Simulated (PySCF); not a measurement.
# NMR shielding calculation, with input and output: C₃H₅F₃O

System: C₃H₅F₃O, SMILES COCC(F)(F)F.
Method: GIAO PBE0/6-31G* NMR shielding, non-relativistic, gas phase (PySCF 2.14.0).

The geometry comes from this level: PBE0-D3(BJ)/def2-SVP. Figures and captions count atoms from 1; the log counts them from 0 in places.

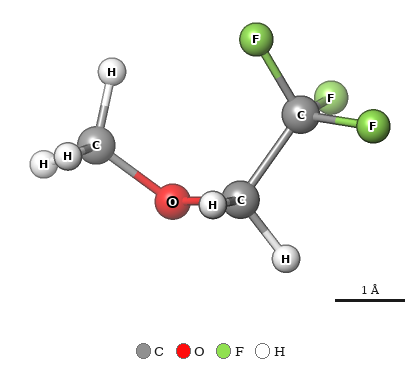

Figure 1. The structure (ball-and-stick view, seen at a tilt). Bond lengths as drawn: C–C 1.52 Å, C–F 1.33 to 1.34 Å, C–H 1.10 to 1.11 Å and C–O 1.38 to 1.40 Å.

### Input file
```
{"job": {"kind": "nmr", "xc": "PBE0", "basis": "6-31G*", "pop": true}, "charge": 0, "multiplicity": 1}
C      1.661789    -0.329895    -0.051694
O      0.659552     0.020483    -0.969076
C     -0.436737     0.679710    -0.445724
C     -1.407450    -0.221485     0.299727
F     -2.535092     0.448442     0.556474
F     -0.913388    -0.634972     1.475258
F     -1.717347    -1.304578    -0.406406
H      2.531292    -0.660097    -0.635599
H      1.355717    -1.149705     0.620091
H      1.961205     0.535092     0.570436
H     -0.156954     1.498816     0.246380
H     -0.997147     1.117171    -1.285280
```

The first line tells a small driver script what to run in PySCF; the rest is the geometry in Å.

Machine: 1 CPU thread, shared host.

### Log
```
coarse grid: 10704 points
cycle   1  E = -491.4102520932  dE =  1.060e+00  |g| = 9.787e-01  |ddm| = 3.156e+00
cycle   2  E = -491.2204623001  dE =  1.898e-01  |g| = 1.464e+00  |ddm| = 1.550e+00
cycle   3  E = -491.5775914247  dE = -3.571e-01  |g| = 6.207e-02  |ddm| = 9.803e-01
cycle   4  E = -491.5780829421  dE = -4.915e-04  |g| = 4.004e-02  |ddm| = 6.909e-02
cycle   5  E = -491.5783722079  dE = -2.893e-04  |g| = 7.903e-03  |ddm| = 3.048e-02
cycle   6  E = -491.5783826482  dE = -1.044e-05  |g| = 2.380e-03  |ddm| = 7.919e-03
cycle   7  E = -491.5783838875  dE = -1.239e-06  |g| = 2.875e-04  |ddm| = 2.313e-03
final grid: 106504 points
cycle   8  E = -491.5620900336  dE = -2.250e-05  |g| = 1.027e-02  |ddm| = 1.832e-02
cycle   9  E = -491.5620734761  dE =  1.656e-05  |g| = 1.431e-02  |ddm| = 1.557e-02
cycle  10  E = -491.5621103695  dE = -3.689e-05  |g| = 8.971e-04  |ddm| = 8.904e-03
cycle  11  E = -491.5621105572  dE = -1.877e-07  |g| = 1.720e-04  |ddm| = 1.003e-03
cycle  12  E = -491.5621105623  dE = -5.152e-09  |g| = 7.025e-05  |ddm| = 1.830e-04
cycle  13  E = -491.5621105631  dE = -7.333e-10  |g| = 1.780e-05  |ddm| = 5.056e-05
```

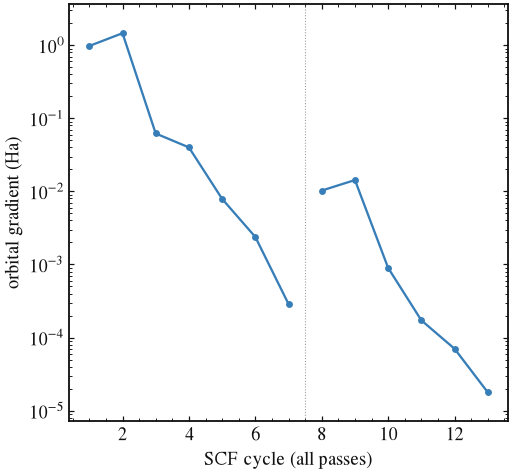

Figure 2. Convergence of the self-consistent field: orbital gradient against the SCF cycle. The dotted line marks the change from a coarse to the final integration grid. The first 7 cycles use a coarse grid, the final grid takes over at cycle 8, and the field converges after 13 cycles in all.

```
converged SCF energy = -491.5621105631

GIAO shielding tensors (ppm)
atom      isotropic    diamagn.    paramagn.     s11        s22        s33       span
  0 C      138.130     245.922    -107.792    107.257    118.471    188.662     81.405
  1 O      334.732     387.835     -53.103    320.410    325.143    358.642     38.232
  2 C      126.809     247.016    -120.207    103.027    115.324    162.076     59.049
  3 C       71.381     241.577    -170.196     67.653     69.925     76.564      8.911
  4 F      285.839     470.172    -184.333    210.611    289.877    357.029    146.418
  5 F      278.074     475.138    -197.064    205.160    280.617    348.446    143.286
  6 F      289.470     472.527    -183.056    213.338    301.839    353.234    139.895
  7 H       28.421      28.798      -0.377     24.613     26.222     34.426      9.813
  8 H       28.276      29.451      -1.175     23.880     27.694     33.254      9.374
  9 H       29.068      29.205      -0.137     26.013     26.788     34.404      8.391
 10 H       28.815      29.481      -0.667     25.133     29.403     31.908      6.775
 11 H       28.294      28.550      -0.256     24.032     28.552     32.297      8.265
```

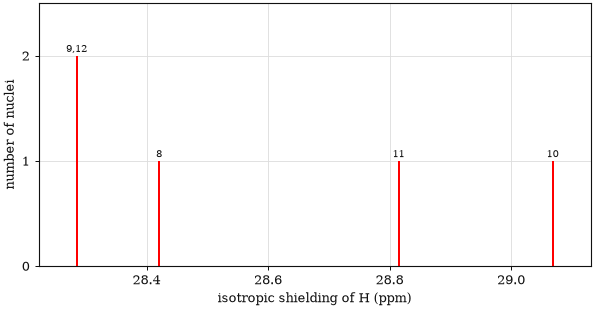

Figure 3. Isotropic shieldings of the hydrogen nuclei in this fixed geometry, labelled by atom number; shielding grows to the right, so chemical shift grows to the left. The least shielded is H9 (28.3 ppm), the most shielded H10 (29.1 ppm).

### Results in brief

```tsv
quantity	value
outcome	converged
total energy	−491.562111 hartree
HOMO	−7.79 eV
LUMO	2.51 eV
dipole moment	1.75 D
isotropic shielding, C	71.4 to 138.1 ppm
isotropic shielding, O	334.7 ppm
isotropic shielding, F	278.1 to 289.5 ppm
isotropic shielding, H	28.3 to 29.1 ppm
wall time	14 s
peak memory	0.73 GiB
```
